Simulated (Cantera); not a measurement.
A closed system holds: 1 mol MgSO4, 0.11 mol H2O, a varied amount of H2, equilibrated at 502 °C and 13.3 mbar.

Cantera equilibrium calculation (NASA polynomials, part measured and part estimated; ideal gas, pure solids and liquids). Candidate condensed phases: H2O, H2SO4, Mg, MgO, Mg(OH)2, MgS, MgSO4, S; 26 gas species. Gases not in the tables: S3 to S7. The numbers say what is thermodynamically allowed, not how fast it happens.

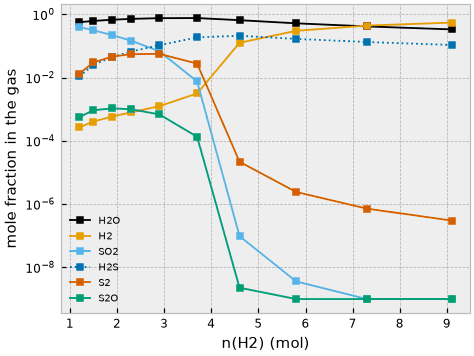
Equilibrium gas composition (values under 1e-9 drawn at 1e-9)

From 1.2 mol H2 to 9.1 mol H2 the condensed part is MgO(s).
